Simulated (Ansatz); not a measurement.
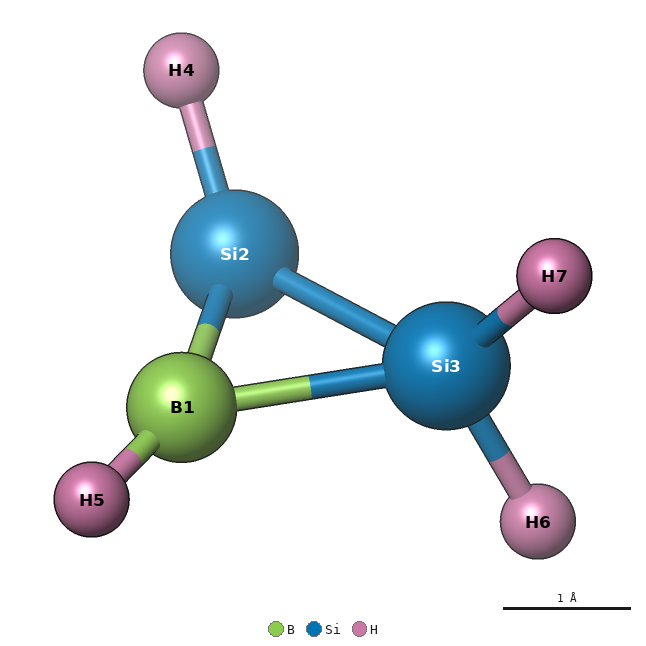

Orthographic view. Atoms fade into the background with distance from the viewer. Charge 0, doublet. Computed geometry: PBE-D4/def2-SVP optimisation. No frequency run is at hand to confirm it as a minimum.

Write a Z-matrix (Å, degrees) in the order of the atom numbers, with these reference atoms: 2 to 1; 3 to 1, 2; 4 to 2, 1, 3; 5 to 1, 2, 4; 6 to 3, 1, 5; 7 to 3, 6, 1.

```
B  
Si   1   1.913
Si   1   2.116   2    68.1
H    2   1.513   1   128.4   3  -118.6
H    1   1.209   2   155.7   4    72.2
H    3   1.508   1   111.9   5    63.1
H    3   1.509   6   109.6   1   143.1
```
